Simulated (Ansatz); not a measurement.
## PtSe2 (Sudovikovite, P-3m1) under uniaxial strain along c

Wanted: the shifts of the zone-centre modes of PtSe2 (Sudovikovite, P-3m1) with strain.

Program: Ansatz 0.2.0. Level of theory: DFT PBE+D3(BJ), scalar-relativistic, plane waves, PAW; PAW set soft_1. Results are calculated unless marked as measured.

The database entry behind the starting cell has ideal inner coordinates that were not refined, so it need not match the best structure at ambient conditions.

## Step 1: Starting point

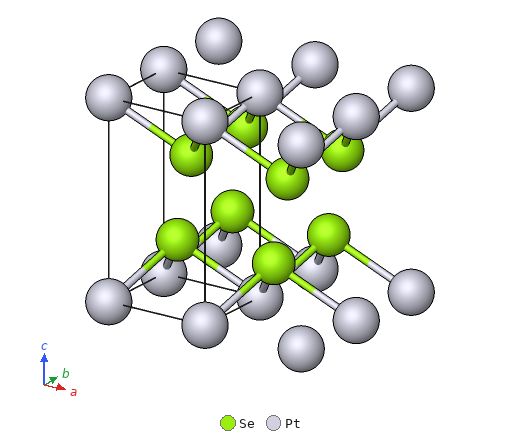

The starting structure, seen slightly off an axis (selenium green, platinum light grey). 2×2×1 cells are drawn. Bonds to atoms that aren't drawn are left out. Some periodic images of atoms are drawn too.

## Step 2: A rough relaxation first

The start is far from rest, so a relaxation with loose tolerances brings it close first.

File input.yaml:

```yaml
crystal:
  lattice:
    - [3.724, 0.0, 0.0]
    - [-1.862, 3.2250786037, 0.0]
    - [0.0, 0.0, 5.062]
  atoms:
    - { symbol: Se, position: [0.33333333, 0.66666667, 0.25] }
    - { symbol: Se, position: [0.66666667, 0.33333333, 0.75] }
    - { symbol: Pt, position: [0.0, 0.0, 0.0] }
kpoints:
  mp_grid: { grid: [6, 6, 4] }
hamiltonian:
  xc: pbe
  dispersion: d3bj
  pseudopotentials: { kind: paw, azcp: { folder: soft_1 } }
scf:
  occupations: { method: gaussian, width: 0.1 }
output:
  forces: true
  stress: true
  eigenvalues: true
relax:
  adjacent_minimum: "off"
  f_tol: 0.05
  max_steps: 80
  cell: { stress_tol: 0.5 }
```

On the command line:

```bash
$ ansatz run input.yaml --threads 4 --pin off --max-ram 10240MiB --backend cpu --events-out ev --progress --plain --runs-dir out
```

Numbers of over 12 decimals in the logs are rounded to 6 here.

The program printed:

```text
The last accepted step is kept in <dir> (removed where the run ends without a failure and the disk answers)
Engine: ansatz 0.2.0, x86_64-unknown-linux-gnu
Pseudopotentials: kind: paw
Pseudopotential: Se, paw, valence charge 16, recommended cutoff 420 eV (normal), soft_1/Se.paw.azcp
Pseudopotential: Pt, paw, valence charge 18, recommended cutoff 420 eV (normal), soft_1/Pt.paw.azcp
Functional definition: PBE
[...]
F+E_penalty+E_count = -23465.44884343 eV   max|allowed force component| = 6.771e-3 eV/Å   (the final SCF, on the basis selected at the relaxed cell)
  cell:  # Å, volume = 59.6989 Å³
    - [3.764489, 0, 0]
    - [-1.882244, 3.260143, 0]
    - [0, 0, 4.864336]
  atoms:
    - { symbol: Se, position: [0.333333, 0.666667, 0.264484] }
    - { symbol: Se, position: [0.666667, 0.333333, 0.735516] }
    - { symbol: Pt, position: [0, 0, 0] }
[key lines of the parts left out:]
SCF converged after 4 iterations
Free energy (F): -23465.448843 eV
Fermi energy:    13.236319 eV
P = ⅓ Tr σ = -0.0308 GPa (-0.308 kbar)
```

Wall time 17 s (4 threads of Intel Xeon at 2.50GHz (Skylake/Cascade Lake), shared host); peak memory 0.41 GiB.

The steps of the relaxation:

```
step  energy less that of the first step (eV)  largest force component (eV/Å)  pressure (GPa)  volume (Å³)
   1                                   0.0000                          0.6008            3.49        60.80
   2                                  -0.0172                          0.5937           -1.06        58.94
   3                                  -0.0475                          0.0075           -0.82        60.44
   4                                  -0.0503                          0.0067           -0.03        59.70
  5*                                  -0.0501                          0.0068           -0.03        59.70
```

Relaxation steps marked * repeat the geometry before them on a plane-wave basis chosen anew for their cell, so energy and pressure can jump there.

The run keeps the 12 symmetry operations that it works with, so distortions that break them were not tested.

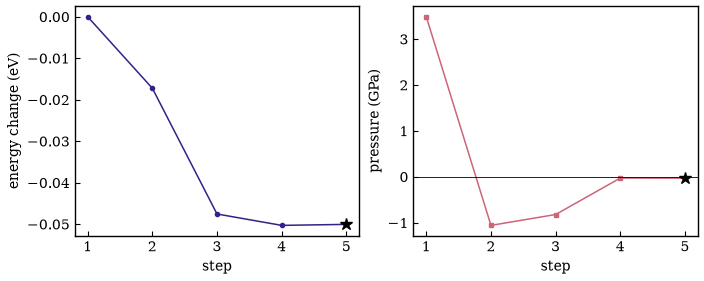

Energy and pressure along the relaxation. Stars mark steps on a basis chosen anew.

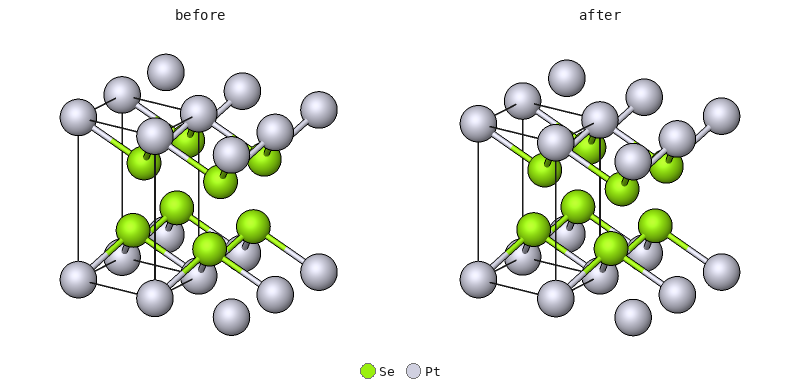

The structure before and after the relaxation, drawn at the same scale. Bonds to atoms that aren't drawn are left out.

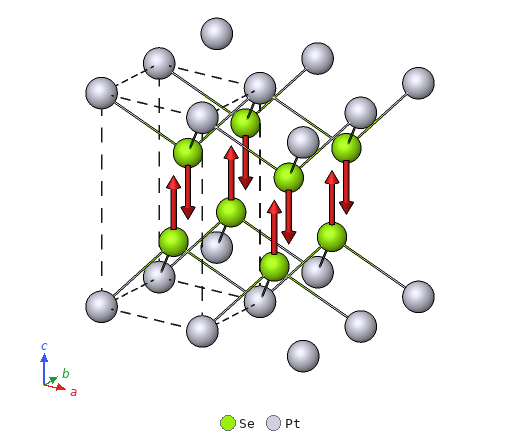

Displacements in the relaxation, exaggerated, measured against the changing cell; the longest in the cell stands for 0.07 Å. Bonds to atoms that aren't drawn are left out. 2×2×1 cells are drawn. Some periodic images of atoms are drawn too.

```
conventional cell, symmetrised  before  after  change
                         a (Å)   3.724  3.764  +1.1 %
                         b (Å)   3.724  3.764  +1.1 %
                         c (Å)   5.062  4.864  -3.9 %
              volume (Å³/atom)   20.27  19.90  -1.8 %
```

The atoms that moved most (Å, as changes of fractional coordinates times the final cell):

```csv
atom,dx,dy,dz,length
Se2,0.000,0.000,-0.070,0.070
Se1,0.000,0.000,0.070,0.070
```

The relaxed structure:

```cif
data_structure
_symmetry_space_group_name_H-M 'P 1'
_symmetry_Int_Tables_number 1
_cell_length_a 3.7645
_cell_length_b 3.7645
_cell_length_c 4.8643
_cell_angle_alpha 90.000
_cell_angle_beta 90.000
_cell_angle_gamma 120.000
_cell_volume 59.70
loop_
_atom_site_label
_atom_site_type_symbol
_atom_site_fract_x
_atom_site_fract_y
_atom_site_fract_z
_atom_site_occupancy
Se1 Se 0.33333 0.66667 0.26448 1
Se2 Se 0.66667 0.33333 0.73552 1
Pt3 Pt 0.00000 0.00000 0.00000 1
```

This step gave:

```
pressure          : -0.03082 GPa
volume per atom   : 19.90 Å³
gap on the k-mesh : 0 eV
```

In this step the volume went from 20.27 to 19.90 Å³/atom.

## Step 3: Relaxation

Harmonic phonons are second derivatives at a point where the forces vanish, and they are wanted at zero stress, so atoms and cell are relaxed first.

input.yaml, the sections that differ from step 2:

```yaml
crystal:
  lattice:
    - [3.764488631, 0.0, 0.0]
    - [-1.8822443155, 3.2601427867, 0.0]
    - [0.0, 0.0, 4.8643362674]
  atoms:
    - { symbol: Se, position: [0.3333333333, 0.6666666667, 0.2644842172] }
    - { symbol: Se, position: [0.6666666667, 0.3333333333, 0.7355157828] }
    - { symbol: Pt, position: [0.0, 0.0, 0.0] }
kpoints:
  mp_grid: { grid: [15, 15, 10] }
output:
  forces: true
  stress: true
  eigenvalues: true
  write_density: true
  write_potential: true
  elf: true
  volumetric_format: npy
relax:
  adjacent_minimum: "off"
  f_tol: 0.005
  max_steps: 80
  cell: { stress_tol: 0.05 }
# hamiltonian, scf: as in step 2
```

The program printed:

```text
[...]
Crystal: 3 atoms, lattice volume = 59.699 Å³
Basis set: ecut = 420 eV, 1169 PW (Γ), exchange–correlation on 54×54×72 points (8 copies of the dense FFT grid, shifted against one another)
Bands: 30, of which v1, the nominal top of the filled ones, is band 25 counted from 1 (24 counted from 0)
Symmetry: 12 space group operations
[...]
k-points: 238 of 2250
[...]
SCF iter   1: F=—  HF=-23465.591143 eV  |F-HF|=—  |Δ(HF+E_count)|=         —  Δρ=4.86e-2  dr2=6.91e-1  ethr=3.10e-3  ⟨swp⟩=5.4  Hψ=26576  notcnv=0
[...]
SCF iter  10: F=-23465.446892 eV  HF=-23465.446892 eV  |F-HF|=9.71e-9  |Δ(HF+E_count)|=   5.72e-8  Δρ=5.28e-6  dr2=1.49e-8  ethr=2.00e-10  ⟨swp⟩=11.7  Hψ=48946  notcnv=0
SCF 1 converged in 10 iterations: F = -23465.446892 eV  dr2 = 1.49e-8
[...]
relax step   1: F+E_penalty+E_count = -23465.44689162 eV  Δ(F+E_penalty+E_count) = +0.000e0 eV  max|allowed force component| = 3.681e-3 eV/Å  Δτ_max = 0.0000 Å  P = -0.071 GPa  Ω = 59.699 Å³  (10 SCF iters, dr2 threshold 1.00e-7 eV, accepted)
Crystal: 3 atoms, lattice volume = 59.447 Å³
[...]
SCF iter   4: F=-23465.447677 eV  HF=-23465.447677 eV  |F-HF|=3.18e-8  |Δ(HF+E_count)|=   1.77e-7  Δρ=8.97e-6  dr2=4.51e-8  ethr=6.00e-10  ⟨swp⟩=9.4  Hψ=62649  notcnv=0
SCF 2 converged in 4 iterations: F = -23465.447677 eV  dr2 = 4.51e-8
relax step   2: F+E_penalty+E_count = -23465.44767662 eV  Δ(F+E_penalty+E_count) = -7.850e-4 eV  max|allowed force component| = 7.184e-3 eV/Å  Δτ_max = 0.0037 Å  P = +0.001 GPa  Ω = 59.447 Å³  energy of the carried Pulay correction = +5.685e-5 eV  (4 SCF iters, dr2 threshold 3.00e-7 eV, accepted)
Crystal: 3 atoms, lattice volume = 59.303 Å³
[...]
SCF iter   6: F=-23465.447708 eV  HF=-23465.447708 eV  |F-HF|=1.46e-11  |Δ(HF+E_count)|=  6.98e-10  Δρ=2.97e-7  dr2=3.82e-11  ethr=6.45e-12  ⟨swp⟩=7.0  Hψ=43457  notcnv=0
SCF 3 converged in 6 iterations: F = -23465.447708 eV  dr2 = 3.82e-11
relax step   3: F+E_penalty+E_count = -23465.44770780 eV  Δ(F+E_penalty+E_count) = -3.118e-5 eV  max|allowed force component| = 1.580e-2 eV/Å  Δτ_max = 0.0042 Å  P = +0.011 GPa  Ω = 59.303 Å³  energy of the carried Pulay correction = +9.268e-5 eV  (6 SCF iters, dr2 threshold 3.23e-9 eV, rejected (line search))
[...]
relax step   4: F+E_penalty+E_count = -23465.44771687 eV  Δ(F+E_penalty+E_count) = -4.025e-5 eV  max|allowed force component| = 9.261e-4 eV/Å  Δτ_max = 0.0014 Å  P = -0.009 GPa  Ω = 59.399 Å³  energy of the carried Pulay correction = +6.806e-5 eV  (6 SCF iters, accepted)
[...]
SCF iter   5: F=-23465.447648 eV  HF=-23465.447648 eV  |F-HF|=2.55e-11  |Δ(HF+E_count)|=  1.09e-10  Δρ=1.47e-7  dr2=1.71e-11  ethr=1.00e-12  ⟨swp⟩=4.0  Hψ=39607  notcnv=0
SCF 5 converged in 5 iterations: F = -23465.447648 eV  dr2 = 1.71e-11
relax step   5: F+E_penalty+E_count = -23465.44764812 eV  Δ(F+E_penalty+E_count) = +6.874e-5 eV  max|allowed force component| = 9.199e-4 eV/Å  Δτ_max = 0.0000 Å  P = -0.008 GPa  Ω = 59.399 Å³  stress off target by 2.61e-2 GPa  SCF on the basis re-selected at this cell (its energy is not comparable with the rows above)  (5 SCF iters)
[...]
SCF converged after 5 iterations
Free energy (F): -23465.447648 eV
[...]
Internal energy: -23465.443885 eV  (E = F + TS)
E sigma→0 (E₀):  -23465.445767 eV
Entropy (-TS):   -0.003763 eV (-1.254 meV/atom)
Fermi energy:    13.307574 eV
[...]
--- Forces (eV/Å), atoms counted from 1 ---
  atom   1  Se    -0.00000000     0.00000000     0.00091985
  atom   2  Se     0.00000000    -0.00000000    -0.00091985
  atom   3  Pt     0.00000000    -0.00000000     0.00000000
  max |Σ_I F_I| component: 1.05e-30 eV/Å
--- Stress (GPa, compression-positive) ---
        0.000765      -0.000000      -0.000000
       -0.000000       0.000765       0.000000
       -0.000000       0.000000      -0.026128
  P = ⅓ Tr σ = -0.0082 GPa (-0.082 kbar)
--- Band table (eV; the first three rows and the last of 238) ---
  k-point 0: bands = [... 21 lower, 10.8429, 12.3071, 12.3071, 14.0937, 14.3839, 14.3839, 16.6791, 17.4220, ... 1 higher]
  k-point 1: bands = [... 21 lower, 10.8374, 12.2202, 12.2202, 13.7821, 14.5109, 14.5109, 16.7792, 17.7284, ... 1 higher]
  k-point 2: bands = [... 21 lower, 10.8140, 12.0203, 12.0203, 13.0876, 14.8248, 14.8248, 17.0897, 18.3831, ... 1 higher]
  k-point 237: bands = [... 21 lower, 9.0317, 9.8722, 10.8385, 10.8385, 15.6509, 15.6509, 19.8978, 20.9266, ... 1 higher]
--- Relaxed structure (4 steps of the walk, 3 accepted, 1 SCFs on fresh bases) ---
[...]
cell:  # Å, volume = 59.3991 Å³
    - [3.771503, 0, -3.308610307420333e-18]
    - [-1.885752, 3.266218, 1.65430515371017e-18]
    - [-4.275266760152771e-18, 0, 4.821923]
  atoms:
    - { symbol: Se, position: [0.333333, 0.666667, 0.265521] }
    - { symbol: Se, position: [0.666667, 0.333333, 0.734479] }
    - { symbol: Pt, position: [0, 0, 0] }
```

Run time: 92 s. Hardware: 4 threads; peak memory 0.67 GiB; 4.1 min of CPU time.

The steps of the relaxation:

| step | energy less that of the first step (eV) | largest force component (eV/Å) | pressure (GPa) | volume (Å³) |
| --- | --- | --- | --- | --- |
| 1 | 0.0000 | 0.0037 | -0.07 | 59.70 |
| 2 | -0.0008 | 0.0072 | 0.00 | 59.45 |
| 3 | -0.0008 | 0.0158 | 0.01 | 59.30 |
| 4 | -0.0008 | 0.0009 | -0.01 | 59.40 |
| 5* | -0.0008 | 0.0009 | -0.01 | 59.40 |

Relaxation steps marked * repeat the geometry before them on a plane-wave basis chosen anew for their cell, so energy and pressure can jump there. Relaxation step 3 was tried and not accepted.

Forces are held to the 12 operations that the run works with; a distortion that breaks them can't arise in this run.

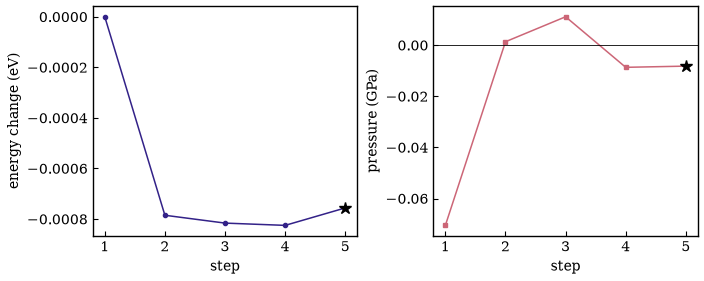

Energy and pressure along the relaxation. Stars mark steps on a basis chosen anew.

| conventional cell, symmetrised | before | after | change |
| --- | --- | --- | --- |
| a (Å) | 3.764 | 3.772 | +0.2 % |
| b (Å) | 3.764 | 3.772 | +0.2 % |
| c (Å) | 4.864 | 4.822 | -0.9 % |
| volume (Å³/atom) | 19.90 | 19.80 | -0.5 % |

The relaxed structure:

```xyz
3
Lattice="3.7715 0.0000 0.0000 -1.8858 3.2662 0.0000 0.0000 0.0000 4.8219" Properties=species:S:1:pos:R:3 pbc="T T T"
Se    0.0000    2.1775    1.2803
Se    1.8858    1.0887    3.5416
Pt    0.0000    0.0000    0.0000
```

Numbers from this step:

| Property | Result |
| --- | --- |
| pressure | -0.008199 GPa |
| volume per atom | 19.80 Å³ |

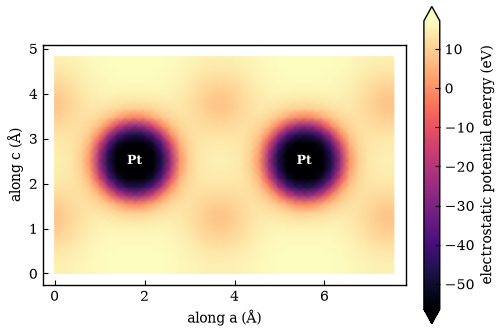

Electrostatic potential energy in the ac plane at fractional y = 0.000, with atoms of Pt within 0.2 Å of it. With pseudopotentials it is smooth inside the atoms' cores, unlike the true potential. The map starts off the cell's origin, so that atoms lie inside it.

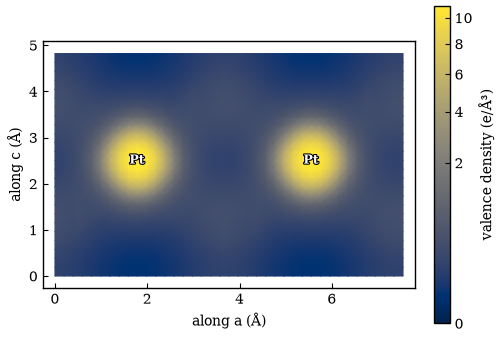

Valence density in the ac plane at fractional y = 0.000, with atoms of Pt within 0.2 Å of it. It is the smooth field of the valence electrons, not physical close to the nuclei. The map starts off the cell's origin, so that atoms lie inside it. The colour scale is stretched toward low values.

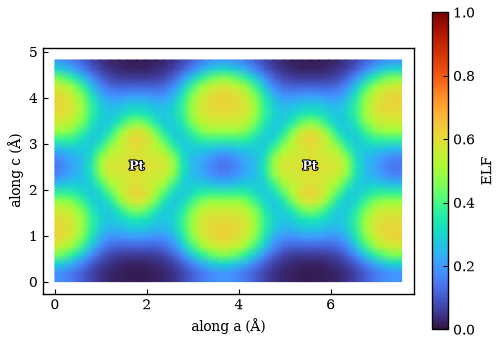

ELF in the ac plane at fractional y = 0.000, with atoms of Pt within 0.2 Å of it. It is the smooth field of the valence electrons, not physical close to the nuclei. The map starts off the cell's origin, so that atoms lie inside it.

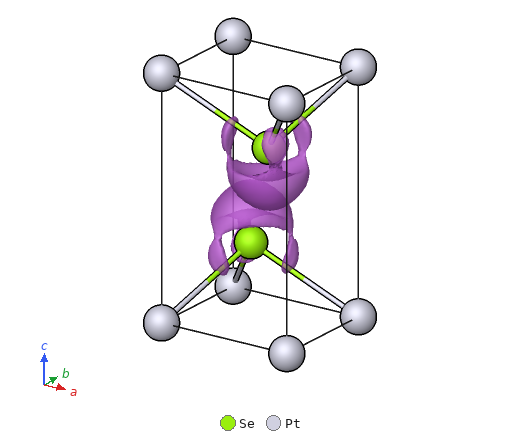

Surface of ELF = 0.78. Bonds to atoms that aren't drawn are left out.

In this step the volume went from 19.90 to 19.80 Å³/atom.

## Step 4: Tight relaxation

Phonons need small forces and stress, so the relaxation is finished with tight tolerances on 15×15×10 k points.

input.yaml, the sections that differ from step 3:

```yaml
crystal:
  lattice:
    - [3.7715032217, 0.0, 0.0]
    - [-1.8857516109, 3.2662176005, 0.0]
    - [0.0, 0.0, 4.8219232048]
  atoms:
    - { symbol: Se, position: [0.3333333333, 0.6666666667, 0.2655211388] }
    - { symbol: Se, position: [0.6666666667, 0.3333333333, 0.7344788612] }
    - { symbol: Pt, position: [0.0, 0.0, 0.0] }
scf:
  occupations: { method: methfessel_paxton, width: 0.2 }
output:
  forces: true
  stress: true
  eigenvalues: true
relax:
  adjacent_minimum: "off"
  f_tol: 0.001
  max_steps: 60
  cell: { stress_tol: 0.01 }
# kpoints, hamiltonian: as in step 3
```

The program printed:

```text
[...]
Crystal: 3 atoms, lattice volume = 59.399 Å³
Basis set: ecut = 420 eV, 1169 PW (Γ), exchange–correlation on 54×54×72 points (8 copies of the dense FFT grid, shifted against one another)
Bands: 30, of which v1, the nominal top of the filled ones, is band 25 counted from 1 (24 counted from 0)
Symmetry: 12 space group operations
[...]
k-points: 238 of 2250
[...]
--- Relaxed structure (4 steps of the walk, 4 accepted, 1 SCFs on fresh bases) ---
[...]
cell:  # Å, volume = 59.3665 Å³
    - [3.771865, 2.8870181859512547e-11, 0]
    - [-1.885933, 3.266531, 0]
    - [0, 1.150843212708791e-19, 4.818351]
  atoms:
    - { symbol: Se, position: [0.333333, 0.666667, 0.265643] }
    - { symbol: Se, position: [0.666667, 0.333333, 0.734357] }
    - { symbol: Pt, position: [0, 0, 0] }
[key lines of the parts left out:]
SCF converged after 5 iterations
Free energy (F): -23465.445667 eV
Fermi energy:    13.318008 eV
P = ⅓ Tr σ = -0.0009 GPa (-0.009 kbar)
```

Run time: 84 s. Hardware: 4 threads; peak memory 0.66 GiB; 3.6 min of CPU time.

Little changed from the start: no atom moved by 0.005 Å and no cell edge by 0.1 %.

This step gave:

```
pressure        : -8.62e-4 GPa
volume per atom : 19.79 Å³
```

The largest force component left is 0.10 meV/Å and the pressure is -0.001 GPa, within the tolerances set. The cell now holds 19.79 Å³/atom.

[end of part 1 of 3]

[Logs are printed without paths, hosts, clocks, repeated set-up lines and the standing remarks that a program may print on its own settings, such as how far it seeks lower states.]

[Hosts, paths, dates, database ids (printed as entryN), source tags and the programs' standing remarks are cut or masked in the printed files.]
